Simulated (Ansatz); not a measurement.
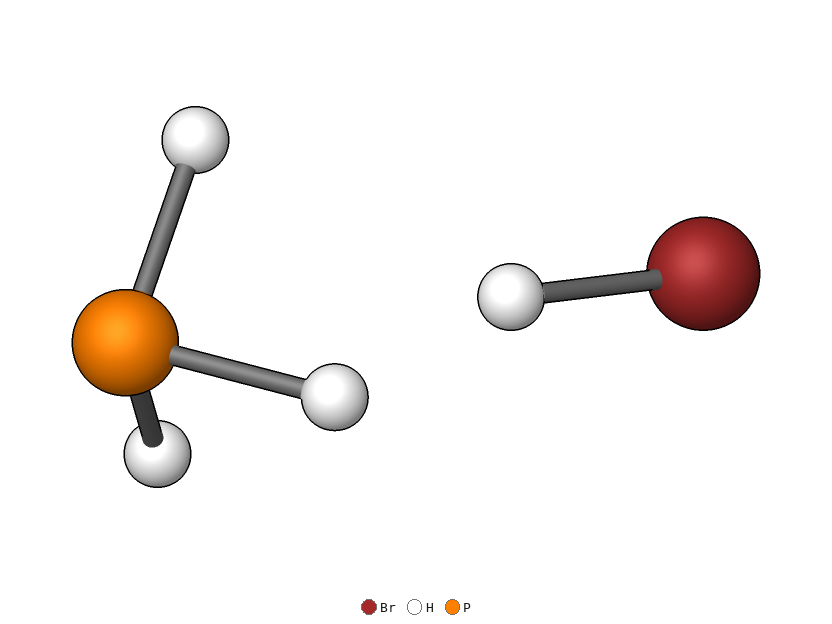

Sticks follow a distance rule. Harmonic vibrations computed with RKS PBE0-D4/def2-TZVP (Ansatz 0.2.0) at a stationary point of the same level.

Q: Minimum or transition state?

A: A minimum: no imaginary frequency, and the lowest mode lies at 60 cm⁻¹.

Q: List the wavenumbers.

A: 12 modes: 60, 117, 118, 187, 187, 1007, 1141, 1142, 2407, 2420, 2420, 2592 cm⁻¹.
